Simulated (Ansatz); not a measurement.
**ClH3O3Ti: basis-set convergence**

Aim: see how fast density functionals converge with the basis set for ClH3O3Ti.

The runs use Ansatz 0.2.0, Gaussian basis; one geometry, several basis sets.

Plan: PBE0-D4/def2-SVP; ωB97M-V/def2-SVP; PBE0-D4/def2-QZVPP; ωB97M-V/def2-QZVPP; the functionals' def2-TZVPP values are taken from earlier runs.

## Step 1: The relaxed structure

The geometry comes from an earlier relaxation with PBE0-D4 in a triple-zeta def2 set; it is a stationary point, not always the lowest conformer.

SMILES `[OH][Ti]([OH])([OH])[Cl]`, 8 atoms, charge 0, spin multiplicity 1.

Atoms are counted from 1 here; the program's logs count them from 0.

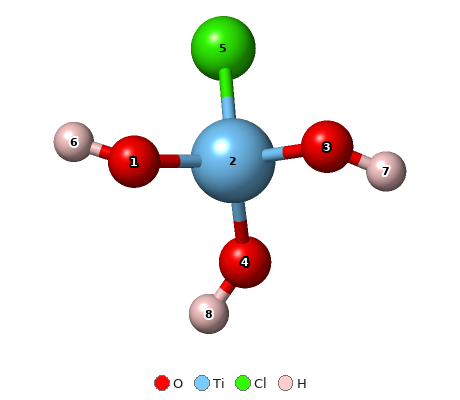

The geometry (oxygen red, titanium blue, chlorine green, hydrogen pink); atoms are numbered from 1 in the order of the file.

## Step 2: PBE0-D4 in def2-SVP

File in.yaml:

```yaml
crystal:
  periodic: [false, false, false]
  atoms:
    - {symbol: O, position_ang: [-1.001044, 0.928869, 1.001603]}
    - {symbol: Ti, position_ang: [0.115048, 0.158886, -0.151283]}
    - {symbol: O, position_ang: [1.751788, 0.150454, 0.563352]}
    - {symbol: O, position_ang: [-0.377603, -1.513804, -0.511389]}
    - {symbol: Cl, position_ang: [0.081099, 1.319607, -2.043068]}
    - {symbol: H, position_ang: [-1.786796, 1.469835, 0.912729]}
    - {symbol: H, position_ang: [2.446350, -0.506798, 0.489346]}
    - {symbol: H, position_ang: [-1.136641, -2.064148, -0.317090]}
basis:
  gaussian: {orbitals: def2-SVP}
hamiltonian: {xc: pbe0, dispersion: d4}
output: {orbitals: {seedname: orbitals}}
```

On the command line:

```bash
$ ansatz run in.yaml --threads 4 --pin off --events-out ev --progress --plain --max-ram 10444MiB
```

Output:

```text
Functional definition: PBE0
  name "PBE0"
  cite "Adamo & Barone, J. Chem. Phys. 110, 6158 (1999) doi:10.1063/1.478522"
  cite "Perdew, Burke & Ernzerhof, Phys. Rev. Lett. 77, 3865 (1996) doi:10.1103/PhysRevLett.77.3865"
  parent pbe
  parameter a = 0.25
  parameter kappa = 0.804
  parameter beta = 0.06672455060314922
  exchange = (1 - a)*pbe_x(kappa = kappa, mu = beta*pi^2/3) + a*exact_x
  correlation = pbe_c(beta = beta)
1051 factors; integrals over basis functions are off by at most 9.4e-4 eV
mean field evaluation 1: about -41791.1443 eV, gradient 9.1e1 eV
mean field evaluation 2: about -41463.9809 eV, gradient 4.3e2 eV
mean field evaluation 4: about -41804.2227 eV, gradient 2.9e1 eV
mean field evaluation 8: about -41806.1680 eV, gradient 6.4e-1 eV
mean field evaluation 16: about -41806.3237 eV, gradient 3.8e-4 eV
mean field -41806.32366430 eV, -1536.3540573191 hartree, gradient 2.1e-5 eV, S^2 0.000000; 0 other end points of the search recorded, 0 dependent functions left out
reference -41806.32374575 eV, -1536.3540603124 hartree; 33, 33 occupied and 73, 73 virtual orbitals, 1051 factors
Total energy: -41806.48505898 eV, -1536.3599884643 hartree
```

Run time: 1.5 s. Hardware: 4 threads of Arm Neoverse V1, shared host.

## Step 3: ωB97M-V in def2-SVP

Changes to in.yaml since step 2:

```diff
@@ -13,3 +13,3 @@
   gaussian: {orbitals: def2-SVP}
-hamiltonian: {xc: pbe0, dispersion: d4}
+hamiltonian: {xc: {name: wB97M-V}}
 output: {orbitals: {seedname: orbitals}}
```

Launched as before.

Output (excerpt; [...] marks lines left out):

```text
Functional definition: wB97M-V
  name "wB97M-V"
  cite "Mardirossian & Head-Gordon, J. Chem. Phys. 144, 214110 (2016) doi:10.1063/1.4952647"
  cite "Becke, J. Chem. Phys. 107, 8554 (1997) doi:10.1063/1.475007"
  cite "Vydrov & Van Voorhis, J. Chem. Phys. 133, 244103 (2010) doi:10.1063/1.3521275"
  # Of w^i u^j: cxij and so on, Table III.
[...]
  gx(w, u) = 1 - cx + cx01*u + cx10*w
  gss(w, u) = css00 + css04*u^4 + css10*w + css20*w^2 + css43*w^4*u^3
  gos(w, u) = cos00 + cos10*w + (cos20 + cos21*u)*w^2 + (cos60 + cos61*u)*w^6
[...]
      + integral(e_c_pw_mod_opposite_spin*gos(b97_w_opposite, b97_u_opposite)) + vv10(b, c)
1051 factors; integrals over basis functions are off by at most 9.4e-4 eV
215 factors; integrals over basis functions are off by at most 1.3e-4 eV
[...]
mean field -41818.24733445 eV, -1536.7922441151 hartree, gradient 6.4e-5 eV, S^2 0.000000; 0 other end points of the search recorded, 0 dependent functions left out
reference -41818.24746091 eV, -1536.7922487621 hartree; 33, 33 occupied and 73, 73 virtual orbitals, 1051 factors
Total energy: -41818.24746091 eV, -1536.7922487621 hartree
```

It took 6.5 s on 4 threads of Arm Neoverse V1, shared host; peak memory 0.36 GiB.

## Step 4: PBE0-D4 in def2-QZVPP

Changes to in.yaml since step 3:

```diff
@@ -12,4 +12,4 @@
 basis:
-  gaussian: {orbitals: def2-SVP}
-hamiltonian: {xc: {name: wB97M-V}}
+  gaussian: {orbitals: "def2-QZVPP.json"}
+hamiltonian: {xc: pbe0, dispersion: d4}
 output: {orbitals: {seedname: orbitals}}
```

The command is unchanged.

Output:

```text
Functional definition: PBE0
  name "PBE0"
  cite "Adamo & Barone, J. Chem. Phys. 110, 6158 (1999) doi:10.1063/1.478522"
  cite "Perdew, Burke & Ernzerhof, Phys. Rev. Lett. 77, 3865 (1996) doi:10.1103/PhysRevLett.77.3865"
  parent pbe
  parameter a = 0.25
  parameter kappa = 0.804
  parameter beta = 0.06672455060314922
  exchange = (1 - a)*pbe_x(kappa = kappa, mu = beta*pi^2/3) + a*exact_x
  correlation = pbe_c(beta = beta)
1645 factors; their error is unknown
mean field evaluation 1: about -41806.6807 eV, gradient 1.0e2 eV
mean field evaluation 2: about -41557.6932 eV, gradient 4.4e2 eV
mean field evaluation 4: about -41820.4597 eV, gradient 3.4e1 eV
mean field evaluation 8: about -41822.6480 eV, gradient 2.5e-1 eV
mean field evaluation 16: about -41822.7002 eV, gradient 1.4e-4 eV
mean field -41822.70017561 eV, -1536.9558830094 hartree, gradient 3.8e-5 eV, S^2 0.000000; 0 other end points of the search recorded, 0 dependent functions left out
reference -41822.70021790 eV, -1536.9558845636 hartree; 33, 33 occupied and 391, 391 virtual orbitals, 1645 factors
Total energy: -41822.86153113 eV, -1536.9618127154 hartree
```

It took 8.5 s on 4 threads of Arm Neoverse V1, shared host; peak memory 1.6 GiB.

## Step 5: ωB97M-V in def2-QZVPP

Changes to in.yaml since step 4:

```diff
@@ -13,3 +13,3 @@
   gaussian: {orbitals: "def2-QZVPP.json"}
-hamiltonian: {xc: pbe0, dispersion: d4}
+hamiltonian: {xc: {name: wB97M-V}}
 output: {orbitals: {seedname: orbitals}}
```

The command is unchanged.

Output (excerpt; [...] marks lines left out):

```text
Functional definition: wB97M-V
  name "wB97M-V"
  cite "Mardirossian & Head-Gordon, J. Chem. Phys. 144, 214110 (2016) doi:10.1063/1.4952647"
  cite "Becke, J. Chem. Phys. 107, 8554 (1997) doi:10.1063/1.475007"
  cite "Vydrov & Van Voorhis, J. Chem. Phys. 133, 244103 (2010) doi:10.1063/1.3521275"
  # Of w^i u^j: cxij and so on, Table III.
[...]
  gx(w, u) = 1 - cx + cx01*u + cx10*w
  gss(w, u) = css00 + css04*u^4 + css10*w + css20*w^2 + css43*w^4*u^3
  gos(w, u) = cos00 + cos10*w + (cos20 + cos21*u)*w^2 + (cos60 + cos61*u)*w^6
[...]
      + integral(e_c_pw_mod_opposite_spin*gos(b97_w_opposite, b97_u_opposite)) + vv10(b, c)
1617 factors; their error is unknown
326 factors; integrals over basis functions are off by at most 2.6e-5 eV
[...]
mean field -41834.67528290 eV, -1537.3959600854 hartree, gradient 8.5e-5 eV, S^2 0.000000; 0 other end points of the search recorded, 0 dependent functions left out
reference -41834.67535549 eV, -1537.3959627530 hartree; 33, 33 occupied and 391, 391 virtual orbitals, 1617 factors
Total energy: -41834.67535549 eV, -1537.3959627530 hartree
```

Run time: 20 s. Hardware: 4 threads of Arm Neoverse V1, shared host; peak memory 1.9 GiB.

## Step 6: Density functionals: the series

The def2-TZVPP values come from earlier runs at the same geometry.

| functional | basis | functions | energy (eV) | from the largest (eV) | HOMO (eV) | LUMO (eV) |
| --- | --- | --- | --- | --- | --- | --- |
| PBE0-D4 | def2-SVP | 106 | -41806.4851 | 16.376 | -8.47 | -1.81 |
| PBE0-D4 | def2-TZVPP | 241 | -41821.7043 | 1.157 | -8.76 | -1.96 |
| PBE0-D4 | def2-QZVPP | 424 | -41822.8615 | 0.000 | -8.80 | -1.99 |
| ωB97M-V | def2-SVP | 106 | -41818.2475 | 16.428 | -10.67 | 0.48 |
| ωB97M-V | def2-TZVPP | 241 | -41833.5830 | 1.092 | -11.03 | 0.27 |
| ωB97M-V | def2-QZVPP | 424 | -41834.6754 | 0.000 | -11.07 | 0.17 |

## Step 7: Outcome

| quantity | value |
| --- | --- |
| PBE0-D4: double and triple zeta above quadruple | 16.38, 1.16 eV |
| ωB97M-V: double and triple zeta above quadruple | 16.43, 1.09 eV |

What this shows: PBE0-D4 gains 15.22 eV from double to triple zeta, then 1.16 eV more. Total energies overstate the basis error of differences, where much of it tends to cancel.

For PBE0-D4 the largest set took about 6 times as long as the smallest (8.5 s against 1.5 s).
